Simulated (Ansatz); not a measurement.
# AsBGeH4O: vertical energies of changing the electron count in Python

Wanted for AsBGeH4O: vertical energies of changing the electron count.

Computed with Ansatz 0.2.0, driven from Python. Level of theory: PBE0/def2-SVP.

### Step 1. The system

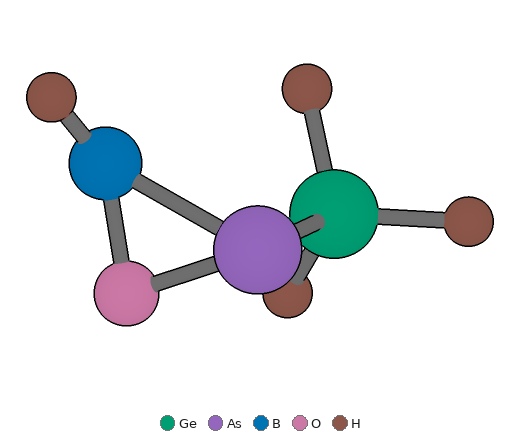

The structure that the script starts from, seen from a chosen angle (germanium teal, arsenic purple, boron blue, oxygen pink, hydrogen brown).

The script holds or builds the structure itself.

### Step 2. The code

Input file ip_asbgeh4o.py:

```python
"""Vertical ionisation energy of AsBGeH4O."""

import ansatz as az

BASIS_SET = "def2-SVP"
XC = "pbe0"


def total_energy(molecule, charge=0, unpaired=0):
    calc = molecule.calculation().basis(gaussian=BASIS_SET).functional(XC)
    if charge:
        calc = calc.charge(charge)
    if unpaired:
        calc = calc.spin("collinear", total=unpaired)
    report = calc.run(threads=1).report
    if report["published_state_doubts"]:
        print("  doubts:", report["published_state_doubts"])
    return report["free_energy_ev"]


def main() -> None:
    geometry_ang = [
        ("Ge", (0.4152, 1.0683, -0.6572)),
        ("As", (0.459, -0.0066, 1.4507)),
        ("B", (-0.8308, -1.5499, 0.747)),
        ("O", (0.74, -1.5906, 0.6842)),
        ("H", (1.3273, 0.4042, -1.6822)),
        ("H", (0.7952, 2.6082, -0.4941)),
        ("H", (-1.0543, 1.0602, -1.2161)),
        ("H", (-1.7596, -2.0508, 1.1119)),
    ]
    geometry = az.Crystal.molecule()
    for symbol, xyz in geometry_ang:
        geometry = geometry.atom(symbol, xyz)

    # delta-SCF style differences, no relaxation
    parent = total_energy(geometry, 0, 0)
    cation = total_energy(geometry, 1, 1)
    print(f"E(N)   = {parent:.5f} eV")
    print(f"E(N-1) = {cation:.5f} eV  (1 unpaired)")
    print(f"vertical ionisation energy {cation - parent:.3f} eV")


if __name__ == "__main__":
    main()
```

### Step 3. The input behind the calls

The package turns the script's settings into the engine's input (first run):

```yaml
crystal:
  periodic: [false, false, false]
  atoms:
    - { symbol: Ge, position_ang: [0.4152, 1.0683, -0.6572] }
    - { symbol: As, position_ang: [0.459, -0.0066, 1.4507] }
    - { symbol: B, position_ang: [-0.8308, -1.5499, 0.747] }
    - { symbol: O, position_ang: [0.74, -1.5906, 0.6842] }
    - { symbol: H, position_ang: [1.3273, 0.4042, -1.6822] }
    - { symbol: H, position_ang: [0.7952, 2.6082, -0.4941] }
    - { symbol: H, position_ang: [-1.0543, 1.0602, -1.2161] }
    - { symbol: H, position_ang: [-1.7596, -2.0508, 1.1119] }
basis:
  gaussian:
    orbitals: def2-SVP
hamiltonian:
  xc: pbe0
```

### Step 4. Running it

Command:

```
python ip_asbgeh4o.py
```

Standard output:

```text
E(N)   = -120111.79938 eV
E(N-1) = -120103.08022 eV  (1 unpaired)
vertical ionisation energy 8.719 eV
```

It took 18 s on 1 thread of AMD EPYC 7B13 (Zen 3), shared host; peak memory 0.46 GiB.

### Step 5. Inputs of later runs

The engine's inputs for the other runs:

Run 2, against run 1:

```diff
@@ -16,0 +17,4 @@
+magnetization:
+  spin_polarized: true
+  initial_magnetization: 1.0
+total_charge: 1.0
```

### Step 6. What each run gave

One row for each of the 2 runs:

| run | system | unpaired or total moment | energy (eV) | <S²> | SCF cycles | CPU time (s) |
| --- | --- | --- | --- | --- | --- | --- |
| 1 | AsBGeH4O | not set | -120111.7994 | 0.00 | 19 | 4.1 |
| 2 | AsBGeH4O, charge +1 | 1 | -120103.0802 | 0.76 | 46 | 14 |

Totals carry meaning only in balanced differences at one level of theory.

### Step 7. Results

| quantity | value |
| --- | --- |
| vertical ionisation energy | 8.719 eV |
| runs compared | 2 |

The ionisation energy is a difference of two total energies at the neutral geometry. At this unrelaxed geometry removing an electron costs 8.72 eV. The geometry is a force-field or estimated start, not a minimum of this method, and the basis set is short of its limit. All parts are taken at fixed geometry, without zero-point energy. At an unrelaxed start these energies can be a whole eV from those at the minimum, and a small affinity can change sign.
